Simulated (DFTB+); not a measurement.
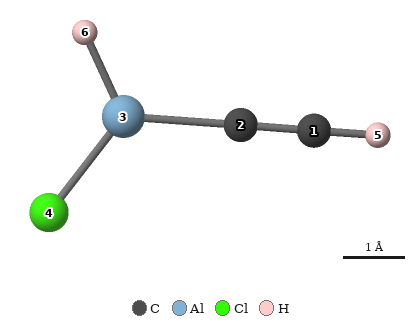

Figure 1. The input geometry (ball-and-stick view, seen on its broad side; atoms are numbered from 1 in the order of the input). Sticks mark near contacts.

C₂H₂AlCl: geometry relaxation (part 1 of 4)

- system: C₂H₂AlCl, SMILES C#[C][AlH][Cl]
- method: GFN1-xTB, R-SCC, dispersion built in (DFTB+ 25.1)

The geometry comes from this level: GFN2-xTB.

## Input (dftb_in.hsd)
```
# GFN1-XTB geometry optimisation
Geometry = GenFormat {
  6 C
  C Al Cl H
     1  1      0.299680      0.948010     -1.631220
     2  1      0.126410      0.375580     -0.577660
     3  2     -0.150850     -0.550110      1.105130
     4  3     -1.152060     -2.297410      1.267140
     5  4      0.455950      1.450310     -2.546080
     6  4      0.420870      0.073620      2.382700
}

Driver = GeometryOptimisation {
  Optimiser = Rational {}
  MaxSteps = 200
  Convergence {
    GradElem = 0.0001
  }
  AppendGeometries = Yes
}

Hamiltonian = xTB {
  Method = "GFN1-xTB"
  SCCTolerance = 1e-08
}

Analysis {
  PrintForces = Yes
}

Options {
  WriteResultsTag = Yes
}

ParserOptions {
  ParserVersion = 14
}
```

Run on 1 thread of Intel Xeon @ 2.50GHz (Skylake/Cascade Lake), 32 GiB of memory available, shared host.

Run as:
```bash
dftb+ > run.log
```

## Output
```
|  DFTB+ development version (commit: a23bfb2)

Reading input file 'dftb_in.hsd'
Parser version: 14

--------------------------------------------------------------------------------

Processed input in HSD format written to 'dftb_pin.hsd'

Starting initialization...
--------------------------------------------------------------------------------
OpenMP threads:              1
Chosen random seed:          539157427
Current stacksize:           unlimited
Mode:                        Geometry optimisation relaxation
Self consistent charges:     Yes
SCC-tolerance:                 0.100000E-07
Max. scc iterations:                    100
Shell resolved Hubbard:      Yes
Spin polarisation:           No
Nr. of up electrons:            10.000000
Nr. of down electrons:          10.000000
Periodic boundaries:         No
Electronic solver:           Relatively robust
Mixer:                       Broyden mixer
Mixing parameter:                  0.200000
Nr. of chrg. vec. in memory:            100
Max. SCC-cycles:                        100
Max. nr. of geometry steps:             200
tblite library version:      0.3.0
-> parametrization:          GFN1-xTB
-> repulsion:                Yes
-> dispersion:               Yes
-> halogen bonding:          Yes
-> electrostatics:           Yes
   -> isotropic:             Yes
   -> anisotropic:           No
   -> third-order:           Yes
Electronic temperature:              0.950045E-03 H      0.258520E-01 eV
Initial charges:             Set automatically (system chrg:   0.000E+00)
Included shells:             C:  s, p
                            Al:  s, p, d
                            Cl:  s, p, d
                             H:  s, s2
Extra options:
                             Mulliken analysis
                             Force calculation
Force type                   original

--------------------------------------------------------------------------------

***  Geometry step: 0

 iSCC Total electronic   Diff electronic      SCC error
    1   -0.10978434E+02    0.00000000E+00    0.10595088E+01
    2   -0.10984385E+02   -0.10978434E+02    0.76941640E+00
    3   -0.10983209E+02   -0.59508166E-02    0.14455953E+00
    4   -0.10988078E+02    0.11752361E-02    0.85456594E-01
    5   -0.10989437E+02   -0.48686156E-02    0.13587916E-01
    6   -0.10989457E+02   -0.13588441E-02    0.18935944E-02
    7   -0.10989457E+02   -0.19672244E-04    0.77968950E-03
    8   -0.10989457E+02   -0.57718784E-06    0.23579431E-03
    9   -0.10989457E+02   -0.26649559E-07    0.46650310E-04
   10   -0.10989457E+02   -0.54042815E-09    0.22960330E-04
   11   -0.10989457E+02   -0.27354119E-09    0.11154753E-04
   12   -0.10989457E+02   -0.48565596E-10    0.13148779E-05
   13   -0.10989457E+02   -0.36797232E-10    0.72563964E-06
   14   -0.10989457E+02   -0.41211479E-12    0.15693383E-07
   15   -0.10989457E+02   -0.20250468E-12    0.13038726E-09

Total Energy:                      -10.8394969265 H         -294.9577 eV
Extrapolated to 0K:                -10.8394969265 H         -294.9577 eV
Total Mermin free energy:          -10.8394969265 H         -294.9577 eV
Force related energy:              -10.8394969265 H         -294.9577 eV

total energy  -1.0839497E+01 H       energy change -1.0839497E+01 H
gradient norm  3.2856160E-02 H/a0    max. gradient  2.1461135E-02 H/a0
step length    0.0000000E+00 a0      max. step      0.0000000E+00 a0

--------------------------------------------------------------------------------

***  Geometry step: 1

 iSCC Total electronic   Diff electronic      SCC error
    1   -0.10988158E+02    0.00000000E+00    0.12986287E-01
    2   -0.10988166E+02    0.12987515E-02    0.81695317E-02
    3   -0.10988172E+02   -0.78253069E-05    0.10655618E-02
    4   -0.10988172E+02   -0.52818192E-05    0.48620386E-03
    5   -0.10988172E+02   -0.17581451E-07    0.90042275E-04
    6   -0.10988172E+02   -0.36167123E-08    0.57454974E-04
    7   -0.10988172E+02   -0.55434413E-09    0.11389408E-04
    8   -0.10988172E+02   -0.23805491E-09    0.84051741E-06
    9   -0.10988172E+02   -0.14429347E-10    0.11712661E-06
   10   -0.10988172E+02   -0.36060044E-12    0.41107833E-07
   11   -0.10988172E+02    0.00000000E+00    0.12450230E-09

Total Energy:                      -10.8403313497 H         -294.9804 eV
Extrapolated to 0K:                -10.8403313497 H         -294.9804 eV
Total Mermin free energy:          -10.8403313497 H         -294.9804 eV
Force related energy:              -10.8403313497 H         -294.9804 eV

total energy  -1.0840331E+01 H       energy change -8.3442323E-04 H
gradient norm  1.8664914E-02 H/a0    max. gradient  1.2465823E-02 H/a0
step length    3.2856160E-02 a0      max. step      2.1461135E-02 a0

--------------------------------------------------------------------------------

***  Geometry step: 2

 iSCC Total electronic   Diff electronic      SCC error
    1   -0.10984779E+02    0.00000000E+00    0.17610461E-01
    2   -0.10984793E+02    0.33924380E-02    0.11125623E-01
    3   -0.10984802E+02   -0.13832855E-04    0.11428371E-02
    4   -0.10984802E+02   -0.94418175E-05    0.57628857E-03
    5   -0.10984802E+02   -0.30892842E-07    0.14225522E-03
    6   -0.10984802E+02   -0.59193681E-08    0.74935840E-04
    7   -0.10984802E+02   -0.72536288E-09    0.19483901E-04
    8   -0.10984802E+02   -0.36803982E-09    0.11538117E-05
    9   -0.10984802E+02   -0.27210234E-10    0.13266090E-06
   10   -0.10984802E+02   -0.73008266E-12    0.60733578E-07
   11   -0.10984802E+02    0.17763568E-14    0.99813713E-10

Total Energy:                      -10.8407789389 H         -294.9926 eV
Extrapolated to 0K:                -10.8407789389 H         -294.9926 eV
Total Mermin free energy:          -10.8407789389 H         -294.9926 eV
Force related energy:              -10.8407789389 H         -294.9926 eV

total energy  -1.0840779E+01 H       energy change -4.4758925E-04 H
gradient norm  1.0255022E-02 H/a0    max. gradient  6.8538627E-03 H/a0
step length    4.4390864E-02 a0      max. step      2.9653492E-02 a0

--------------------------------------------------------------------------------

***  Geometry step: 3

 iSCC Total electronic   Diff electronic      SCC error
    1   -0.10987744E+02    0.00000000E+00    0.42999040E-02
    2   -0.10987745E+02   -0.29411918E-02    0.26587726E-02
    3   -0.10987745E+02   -0.11526058E-05    0.82402343E-03
    4   -0.10987746E+02   -0.66232771E-06    0.19057728E-03
    5   -0.10987746E+02   -0.20554667E-07    0.88961274E-04
    6   -0.10987746E+02   -0.28882887E-08    0.40526580E-05
    7   -0.10987746E+02   -0.11514629E-08    0.11205721E-05
    8   -0.10987746E+02   -0.40856207E-11    0.98684211E-07
    9   -0.10987746E+02   -0.69277917E-13    0.70627468E-08

Total Energy:                      -10.8408149081 H         -294.9936 eV
Extrapolated to 0K:                -10.8408149081 H         -294.9936 eV
Total Mermin free energy:          -10.8408149081 H         -294.9936 eV
Force related energy:              -10.8408149081 H         -294.9936 eV

total energy  -1.0840815E+01 H       energy change -3.5969124E-05 H
gradient norm  1.2958368E-02 H/a0    max. gradient  7.5056399E-03 H/a0
step length    1.6012401E-02 a0      max. step      8.1706652E-03 a0

--------------------------------------------------------------------------------

***  Geometry step: 4

 iSCC Total electronic   Diff electronic      SCC error
    1   -0.10986656E+02    0.00000000E+00    0.86944063E-03
    2   -0.10986656E+02    0.10897565E-02    0.63761824E-03
    3   -0.10986656E+02   -0.42474751E-07    0.20874369E-03
    4   -0.10986656E+02   -0.25773190E-07    0.10428948E-03
    5   -0.10986656E+02   -0.38817127E-09    0.12168161E-04
    6   -0.10986656E+02   -0.52628302E-09    0.48188967E-05
    7   -0.10986656E+02   -0.44890314E-10    0.11217294E-05
    8   -0.10986656E+02   -0.14068746E-11    0.26772373E-06
    9   -0.10986656E+02   -0.69277917E-13    0.11337919E-07
   10   -0.10986656E+02   -0.10658141E-13    0.62411853E-10

Total Energy:                      -10.8408772784 H         -294.9953 eV
Extrapolated to 0K:                -10.8408772784 H         -294.9953 eV
Total Mermin free energy:          -10.8408772784 H         -294.9953 eV
Force related energy:              -10.8408772784 H         -294.9953 eV

total energy  -1.0840877E+01 H       energy change -6.2370286E-05 H
gradient norm  6.4835708E-03 H/a0    max. gradient  3.1396425E-03 H/a0
step length    8.1872506E-03 a0      max. step      4.2841441E-03 a0

--------------------------------------------------------------------------------

***  Geometry step: 5

 iSCC Total electronic   Diff electronic      SCC error
    1   -0.10985842E+02    0.00000000E+00    0.22293563E-02
    2   -0.10985842E+02    0.81419392E-03    0.13722720E-02
    3   -0.10985842E+02   -0.34663327E-06    0.32288046E-03
    4   -0.10985842E+02   -0.17112700E-06    0.22958877E-03
    5   -0.10985842E+02   -0.40167603E-08    0.54087558E-04
    6   -0.10985842E+02   -0.11016024E-08    0.84203087E-05
    7   -0.10985842E+02   -0.23526603E-09    0.26998891E-05
    8   -0.10985842E+02   -0.54516391E-11    0.75651406E-06
    9   -0.10985842E+02   -0.64126482E-12    0.54423380E-07
   10   -0.10985842E+02   -0.30198066E-13    0.73341400E-09

Total Energy:                      -10.8409818480 H         -294.9981 eV
Extrapolated to 0K:                -10.8409818480 H         -294.9981 eV
Total Mermin free energy:          -10.8409818480 H         -294.9981 eV
Force related energy:              -10.8409818480 H         -294.9981 eV

total energy  -1.0840982E+01 H       energy change -1.0456968E-04 H
gradient norm  8.6787830E-03 H/a0    max. gradient  5.2150883E-03 H/a0
step length    2.5413065E-02 a0      max. step      1.2780036E-02 a0

--------------------------------------------------------------------------------

***  Geometry step: 6

 iSCC Total electronic   Diff electronic      SCC error
    1   -0.10985657E+02    0.00000000E+00    0.31396684E-02
    2   -0.10985658E+02    0.18480095E-03    0.19180890E-02
    3   -0.10985658E+02   -0.73161584E-06    0.26723937E-03
    4   -0.10985658E+02   -0.34740640E-06    0.18656895E-03
    5   -0.10985658E+02   -0.71738668E-08    0.54452607E-04
    6   -0.10985658E+02   -0.97869446E-09    0.58423677E-05
    7   -0.10985658E+02   -0.16936141E-09    0.27224683E-05
    8   -0.10985658E+02   -0.57571725E-11    0.27859859E-06
    9   -0.10985658E+02   -0.12434498E-11    0.59615153E-07
   10   -0.10985658E+02   -0.35527137E-14    0.13438204E-08

Total Energy:                      -10.8411046114 H         -295.0015 eV
Extrapolated to 0K:                -10.8411046114 H         -295.0015 eV
Total Mermin free energy:          -10.8411046114 H         -295.0015 eV
Force related energy:              -10.8411046114 H         -295.0015 eV

total energy  -1.0841105E+01 H       energy change -1.2276338E-04 H
gradient norm  1.3286345E-02 H/a0    max. gradient  9.1698149E-03 H/a0
step length    4.3511672E-02 a0      max. step      2.2791949E-02 a0

--------------------------------------------------------------------------------

***  Geometry step: 7

 iSCC Total electronic   Diff electronic      SCC error
    1   -0.10986017E+02    0.00000000E+00    0.29304635E-02
    2   -0.10986017E+02   -0.35827557E-03    0.17771291E-02
    3   -0.10986018E+02   -0.64507030E-06    0.27856299E-03
    4   -0.10986018E+02   -0.31001088E-06    0.15259661E-03
    5   -0.10986018E+02   -0.54640417E-08    0.40563600E-04
    6   -0.10986018E+02   -0.90262020E-10    0.90799020E-05
    7   -0.10986018E+02   -0.97648112E-10    0.38052840E-05
    8   -0.10986018E+02   -0.47073456E-11    0.53527353E-06
    9   -0.10986018E+02   -0.10675905E-11    0.50905376E-07
   10   -0.10986018E+02   -0.55067062E-13    0.11462546E-08

Total Energy:                      -10.8412198584 H         -295.0046 eV
Extrapolated to 0K:                -10.8412198584 H         -295.0046 eV
Total Mermin free energy:          -10.8412198584 H         -295.0046 eV
Force related energy:              -10.8412198584 H         -295.0046 eV

total energy  -1.0841220E+01 H       energy change -1.1524700E-04 H
gradient norm  1.1512513E-02 H/a0    max. gradient  7.9299816E-03 H/a0
step length    5.3037397E-02 a0      max. step      2.8527139E-02 a0

--------------------------------------------------------------------------------

***  Geometry step: 8

 iSCC Total electronic   Diff electronic      SCC error
    1   -0.10986658E+02    0.00000000E+00    0.88058952E-03
    2   -0.10986658E+02   -0.64047048E-03    0.52616798E-03
    3   -0.10986658E+02   -0.57979021E-07    0.16248358E-03
    4   -0.10986658E+02   -0.31272243E-07    0.89534453E-04
    5   -0.10986658E+02   -0.35210235E-09    0.20398544E-04
    6   -0.10986658E+02   -0.39660897E-09    0.50122092E-05
    7   -0.10986658E+02   -0.31299408E-10    0.36578859E-06
    8   -0.10986658E+02   -0.35953462E-11    0.19423615E-06
    9   -0.10986658E+02   -0.42632564E-13    0.62846540E-07
   10   -0.10986658E+02   -0.35527137E-14    0.11746137E-09

Total Energy:                      -10.8412783540 H         -295.0062 eV
Extrapolated to 0K:                -10.8412783540 H         -295.0062 eV
Total Mermin free energy:          -10.8412783540 H         -295.0062 eV
Force related energy:              -10.8412783540 H         -295.0062 eV

total energy  -1.0841278E+01 H       energy change -5.8495578E-05 H
gradient norm  4.7946895E-03 H/a0    max. gradient  2.7927701E-03 H/a0
step length    3.2607606E-02 a0      max. step      1.8105463E-02 a0

--------------------------------------------------------------------------------

***  Geometry step: 9

 iSCC Total electronic   Diff electronic      SCC error
    1   -0.10987036E+02    0.00000000E+00    0.68028025E-03
    2   -0.10987036E+02   -0.37763520E-03    0.39730442E-03
    3   -0.10987036E+02   -0.49136570E-07    0.13862508E-03
    4   -0.10987036E+02   -0.16816630E-07    0.93470594E-04
    5   -0.10987036E+02   -0.47336712E-09    0.13667395E-04
    6   -0.10987036E+02   -0.66039973E-09    0.15968186E-05
    7   -0.10987036E+02   -0.28464342E-10    0.60431362E-06
    8   -0.10987036E+02   -0.41033843E-12    0.18500536E-06
    9   -0.10987036E+02   -0.33750780E-13    0.16076399E-07
   10   -0.10987036E+02    0.17763568E-14    0.25387248E-10

Total Energy:                      -10.8412935552 H         -295.0066 eV
Extrapolated to 0K:                -10.8412935552 H         -295.0066 eV
Total Mermin free energy:          -10.8412935552 H         -295.0066 eV
Force related energy:              -10.8412935552 H         -295.0066 eV
```
